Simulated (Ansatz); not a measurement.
# Os: pressure series

Consider Os in the hcp (Mg type) structure (space group P6_3/mmc, No. 194).

```yaml
crystal:
  lattice:
    - [2.75485, 0.00000, 0.00000]
    - [-1.37743, 2.38577, 0.00000]
    - [0.00000, 0.00000, 4.34430]
  atoms:
    - { symbol: Os, position: [0.66667, 0.33333, 0.75000] }
    - { symbol: Os, position: [0.33333, 0.66667, 0.25000] }
```

Cell and atoms are relaxed at each pressure.

Method: PBE, PAW, 420 eV (Ansatz, a quantum-chemistry and plane-wave program; no SOC).

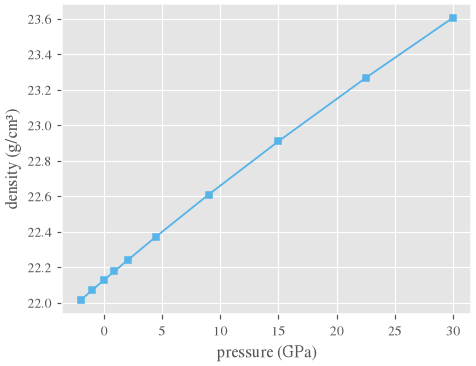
Figure: Density against pressure

| pressure (GPa) | density |
|---|---|
| -2 | 22.01 g/cm³ |
| -1 | 22.07 g/cm³ |
| 0.9 | 22.18 g/cm³ |
| 2.1 | 22.24 g/cm³ |
| 4.5 | 22.37 g/cm³ |
| 9 | 22.61 g/cm³ |
| 15 | 22.91 g/cm³ |
| 22.5 | 23.27 g/cm³ |
| 30 | 23.60 g/cm³ |

Load acts through the strain it causes; cell and atoms are relaxed under it. Whether these cells are dynamically stable was not tested. Competing high-pressure phases were not computed. The final runs are not spin-polarised.
